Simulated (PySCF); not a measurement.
## Electronic structure of C6H15OPSi in real space

```
atom    x (Å)    y (Å)    z (Å)
   C  -2.7132  -1.0755  -0.2021
   C  -2.3382   0.3952  -0.2719
   P  -0.5410   0.8007  -0.2378
   O  -0.3100   2.2501  -0.3025
   C   0.1334   0.0323   1.2892
   C   1.5979   0.4332   1.4023
  Si   2.5885  -0.2418  -0.0717
   C   1.7081   0.2793  -1.6723
   C   0.2372  -0.1125  -1.6302
   H  -3.7959  -1.1859  -0.2350
   H  -2.2906  -1.6241  -1.0403
   H  -2.3552  -1.5243   0.7212
   H  -2.7202   0.8561  -1.1884
   H  -2.7705   0.9519   0.5660
   H  -0.4515   0.4235   2.1288
   H   0.0193  -1.0517   1.2613
   H   1.6480   1.5240   1.4000
   H   2.0092   0.0950   2.3555
   H   2.5923  -1.7140   0.0017
   H   3.9536   0.2865  -0.0531
   H   2.1881  -0.1494  -2.5540
   H   1.7635   1.3650  -1.7741
   H  -0.2805   0.1954  -2.5451
   H   0.1157  -1.1891  -1.5065
```

Geometry: GFN2-xTB.

Level of theory: PBE0/pcSseg-1, SCF density, gas phase, non-relativistic in PySCF 2.14.0.

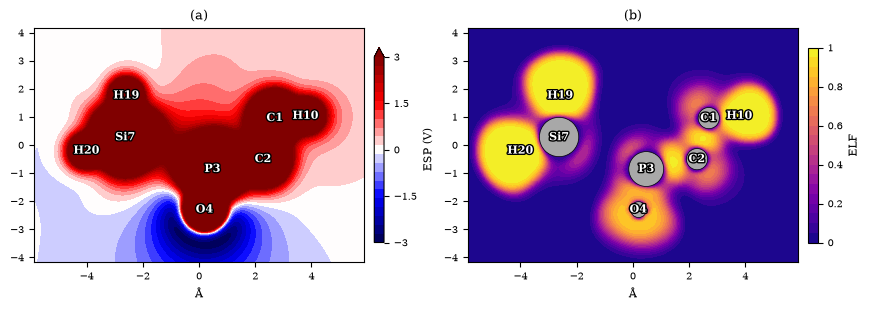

Figure 1. (a) electrostatic potential; (b) ELF on the plane of atoms H19, Si7 and H20. Grey discs cover the atomic cores in the ELF map.

What do the fields say about this system?

- The plane passes through C, P, O, Si and H nuclei.
- P–O (1.47 Å): the ELF peaks at about 0.80 between the atoms; a short, strongly polar bond.
- C–C (1.52 Å): the ELF peaks at about 0.95 between the atoms: a shared electron pair.
- C–P (1.84 Å): the ELF peaks at about 0.95 between the atoms, as expected for localised, covalent bonding.
- C–H (1.09 Å): the ELF climbs to about 1 towards the hydrogen, as it does in any bond to H (an ordinary covalent bond to hydrogen).
- Si–H (1.46 Å): the ELF climbs to about 1 towards the hydrogen.
- The ELF also peaks beside O4, away from the bonds: lone-pair regions.
- Outside the dense part of the molecule the potential is most negative (−2.9 V) near O4.

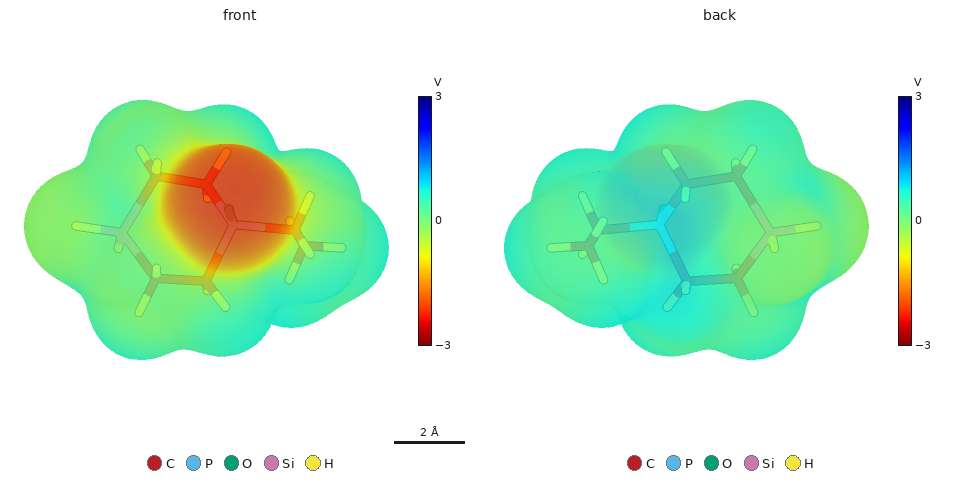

Figure 2. The electrostatic potential painted on the density surface at 0.001 e/bohr³, seen from the front and from behind; the colour scale runs from red (negative) to blue (positive).

Describe the electrostatic potential map.

The most negative region (about −2.2 V) lies over O4, the most positive (about +0.8 V) over H11, H16 and H24. O4 is the likeliest acceptor of a hydrogen bond.
